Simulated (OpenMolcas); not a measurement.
# CH7AlSi (SMILES [CH3][AlH][SiH3]): levels of theory compared

Wanted: a comparison of 6 runs (HF/cc-pVDZ, B3LYP/6-31G*, B3LYP/cc-pVDZ, BHLYP/cc-pVDZ, M06-L/cc-pVDZ) of CH7AlSi. 

The calculation is run with OpenMolcas 26.06.

1 further run of the same task is left out (set aside as unsound or not needed).

## Step 1: The molecule

CH7AlSi has 10 atoms, charge 0, and is taken as a singlet. As SMILES, `[CH3][AlH][SiH3]`. The Si3–H9 distance was set to 1.942 Å, away from the relaxed value.

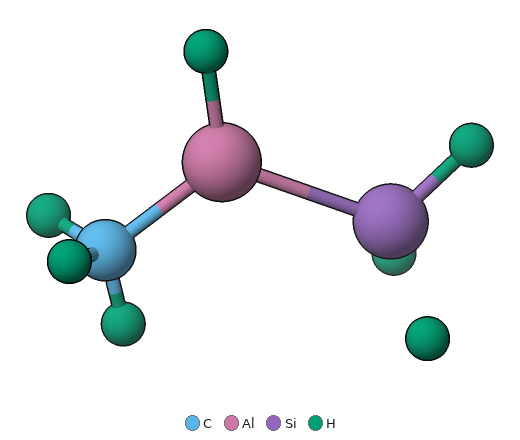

Viewed from a chosen angle; carbon blue, aluminium pink, silicon purple, hydrogen teal.

## Step 2: The energy at HF/cc-pVDZ (run 1)

mol.inp

```
&GATEWAY
 BasLib
 $CurrDir
 Coord
 10
 angstrom
 C       -1.379947       0.753499      -1.183350
 Al       0.457553       0.095799      -1.111850
 Si       1.210153      -1.321001       0.754450
 H       -1.860747       0.445599      -2.118450
 H       -2.002147       0.410399      -0.354350
 H       -1.389547       1.849299      -1.181350
 H        1.465353       0.495499      -2.278650
 H        0.383353      -2.561301       0.850050
 H        1.000200      -0.395000       2.448500
 H        2.635053      -1.747301       0.659450
 Basis
 cc-pVDZ
 Group
 NoSym

&SEWARD

&SCF
 Thresholds
 1e-10 1e-07 1e-07 1e-05
 PrOrbitals
 1 1
```

The basis set cc-pVDZ is read from a file made from the Basis Set Exchange's data (not shown).

Run with:

```console
$ export MOLCAS_MEM=1860
$ pymolcas mol.inp > mol.log
```

Log:

```text
--- Start Module: gateway ---
[...]
--- Stop Module: gateway /rc=_RC_ALL_IS_WELL_ ---
--- Start Module: seward ---
[...]
      Basis functions           85
--- Stop Module: seward /rc=_RC_ALL_IS_WELL_ ---
[...]
--- Start Module: scf ---
[...]
       Convergence after  12 Iterations
[...]
::    Total SCF energy                               -572.7403165492
[...]
      Total spin, S                                     0.0000000000
[...]
      Total electronic charge=   40.000000
      Total            charge=   -0.000000
[...]
      Dipole Moment (debye):
      Origin of the operator (angstrom)=    0.4037   -0.3627   -0.3389
                   X= -7.3236E-01               Y=  2.3054E-01               Z= -1.4171E+00           Total=  1.6117E+00
      Quadrupole Moment (debye*angstrom):
[...]
--- Stop Module: scf /rc=_RC_ALL_IS_WELL_ ---
[...]
```

Wall time 7.5 s (1 thread of AMD EPYC 7R43 (Zen 3), shared host); peak memory 0.47 GiB.

## Step 3: A single-point energy at B3LYP/6-31G(d) (spherical functions) (run 2)

job.input

```
&GATEWAY
BASLIB=$CurrDir
COORD
10
angstrom
C       -1.379947       0.753499      -1.183350
Al       0.457553       0.095799      -1.111850
Si       1.210153      -1.321001       0.754450
H       -1.860747       0.445599      -2.118450
H       -2.002147       0.410399      -0.354350
H       -1.389547       1.849299      -1.181350
H        1.465353       0.495499      -2.278650
H        0.383353      -2.561301       0.850050
H        1.000200      -0.395000       2.448500
H        2.635053      -1.747301       0.659450
BASIS=6-31Gs
GROUP=NoSym
&SEWARD
GRIDINPUT
Grid=UltraFine
End of Grid
&SCF
KSDFT=B3LYP
THRESHOLDS=1e-10 1e-07 1e-07 1e-05
PRORBITALS=1
```

The basis set 6-31G* is read from a file made from the Basis Set Exchange's data (not shown).

Run with:

```console
$ export MOLCAS_MEM=1860
$ pymolcas job.input > job.log
```

Log:

```text
--- Start Module: gateway ---
[...]
--- Stop Module: gateway /rc=_RC_ALL_IS_WELL_ ---
--- Start Module: seward ---
[...]
      Basis functions           64
--- Stop Module: seward /rc=_RC_ALL_IS_WELL_ ---
[...]
--- Start Module: scf ---
[...]
       Convergence after  12 Iterations
[...]
::    Total KS-DFT energy                            -574.1960982186
[...]
      Total spin, S                                     0.0000000000
[...]
      Total electronic charge=   40.000000
      Total            charge=   -0.000000
[...]
      Dipole Moment (debye):
      Origin of the operator (angstrom)=    0.4037   -0.3627   -0.3389
                   X= -8.5261E-01               Y=  2.9249E-01               Z= -1.2244E+00           Total=  1.5204E+00
      Quadrupole Moment (debye*angstrom):
[...]
--- Stop Module: scf /rc=_RC_ALL_IS_WELL_ ---
[...]
```

It took 18 s on 1 thread of AMD EPYC 7R43 (Zen 3), shared host; peak memory 0.4 GiB.

Runs 3 to 4 aren't shown in full; the table further down has their settings and results.

## Step 4: The energy at BHLYP/cc-pVDZ (run 5)

input.xyz

```xyz
10

C     -1.379947     0.753499    -1.183350
Al     0.457553     0.095799    -1.111850
Si     1.210153    -1.321001     0.754450
H     -1.860747     0.445599    -2.118450
H     -2.002147     0.410399    -0.354350
H     -1.389547     1.849299    -1.181350
H      1.465353     0.495499    -2.278650
H      0.383353    -2.561301     0.850050
H      1.000200    -0.395000     2.448500
H      2.635053    -1.747301     0.659450
```

run.input

```
* CH7AlSi Kohn-Sham DFT
>>> EXPORT MOLCAS_PRINT=2
&GATEWAY
BasLib
$CurrDir
Coord
input.xyz
Basis
cc-pVDZ
Group
NoSym
&SEWARD
GridInput
Grid=UltraFine
End of Grid
&SCF
KSDFT
HYB_GGA_XC_BHANDHLYP
Thresholds
1e-10 1e-07 1e-07 1e-05
PrOrbitals
1 1
```

The basis set cc-pVDZ is read from a file made from the Basis Set Exchange's data (not shown).

Run with:

```console
$ export MOLCAS_MEM=1860
$ pymolcas run.input > run.log
```

Log:

```text
--- Start Module: gateway ---
[...]
--- Stop Module: gateway /rc=_RC_ALL_IS_WELL_ ---
--- Start Module: seward ---
[...]
      Basis functions           85
--- Stop Module: seward /rc=_RC_ALL_IS_WELL_ ---
[...]
--- Start Module: scf ---
[...]
       Convergence after  12 Iterations
[...]
::    Total KS-DFT energy                            -574.1498993954
[...]
      Total spin, S                                     0.0000000000
[...]
      Total electronic charge=   40.000000
      Total            charge=   -0.000000
[...]
      Dipole Moment (debye):
      Origin of the operator (angstrom)=    0.4037   -0.3627   -0.3389
                   X= -7.7420E-01               Y=  2.7483E-01               Z= -1.2402E+00           Total=  1.4876E+00
      Quadrupole Moment (debye*angstrom):
[...]
--- Stop Module: scf /rc=_RC_ALL_IS_WELL_ ---
[...]
```

Wall time 34 s (1 thread of AMD EPYC 7R43 (Zen 3), shared host); peak memory 0.47 GiB.

## Step 5: The energy at M06-L/cc-pVDZ (run 6)

test.inp

```
&GATEWAY
  BasLib
  $CurrDir
  Coord
  10
  angstrom
  C       -1.379947       0.753499      -1.183350
  Al       0.457553       0.095799      -1.111850
  Si       1.210153      -1.321001       0.754450
  H       -1.860747       0.445599      -2.118450
  H       -2.002147       0.410399      -0.354350
  H       -1.389547       1.849299      -1.181350
  H        1.465353       0.495499      -2.278650
  H        0.383353      -2.561301       0.850050
  H        1.000200      -0.395000       2.448500
  H        2.635053      -1.747301       0.659450
  Basis
  cc-pVDZ
  Group
  NoSym

&SEWARD
  GridInput
  Grid=UltraFine
  End of Grid

&SCF
  KSDFT
  M06L
  Thresholds
  1e-10 1e-07 1e-07 1e-05
  PrOrbitals
  1
```

The basis set cc-pVDZ is read from a file made from the Basis Set Exchange's data (not shown).

Run with:

```console
$ export MOLCAS_MEM=1860
$ pymolcas test.inp > test.log
```

Log:

```text
--- Start Module: gateway ---
[...]
--- Stop Module: gateway /rc=_RC_ALL_IS_WELL_ ---
--- Start Module: seward ---
[...]
      Basis functions           85
--- Stop Module: seward /rc=_RC_ALL_IS_WELL_ ---
[...]
--- Start Module: scf ---
[...]
       Convergence after  14 Iterations
[...]
::    Total KS-DFT energy                            -574.1732345174
[...]
      Total spin, S                                     0.0000000000
[...]
      Total electronic charge=   40.000000
      Total            charge=   -0.000000
[...]
      Dipole Moment (debye):
      Origin of the operator (angstrom)=    0.4037   -0.3627   -0.3389
                   X= -7.9062E-01               Y=  3.0978E-01               Z= -1.2167E+00           Total=  1.4837E+00
      Quadrupole Moment (debye*angstrom):
[...]
--- Stop Module: scf /rc=_RC_ALL_IS_WELL_ ---
[...]
```

Wall time 43 s (1 thread of AMD EPYC 7R43 (Zen 3), shared host); peak memory 0.47 GiB.

## Step 6: All runs side by side

```csv
run,level,integration grid,Cartesian functions,energy (Eh),dipole moment (D),HOMO energy (eV),LUMO energy (eV),wall time
1,HF/cc-pVDZ,–,no,-572.740317,1.61,-9.87,0.85,7.5 s
2,B3LYP/6-31G* (spherical functions),UltraFine,no,-574.196098,1.52,-7.12,-1.98,18 s
3,B3LYP/6-31G* (Cartesian functions),UltraFine,yes,-574.200222,1.52,-7.12,-1.98,20 s
4,B3LYP/cc-pVDZ,UltraFine,no,-574.228313,1.44,-7.16,-2.06,32 s
5,BHLYP/cc-pVDZ,UltraFine,no,-574.149899,1.49,-8.33,-1.10,34 s
6,M06-L/cc-pVDZ,UltraFine,no,-574.173235,1.48,-6.51,-2.23,43 s
```

## Step 7: Results

| quantity | value |
| --- | --- |
| run 6: total energy | -574.17323 Eh |
| run 6: dipole moment | 1.48 D |
| run 6: HOMO energy | -6.51 eV |
| run 6: LUMO energy | -2.23 eV |
| run 6: HOMO–LUMO gap | 4.28 eV |

In words: The dipole moment (its size) runs from 1.44 D (B3LYP/cc-pVDZ) to 1.61 D (HF/cc-pVDZ). The HOMO–LUMO gap runs from 4.28 eV (M06-L/cc-pVDZ) to 10.72 eV (HF/cc-pVDZ). Exact exchange widens orbital gaps. Totals of different functionals can't be ranked against each other. All runs together took 2.6 min, the longest 43 s.
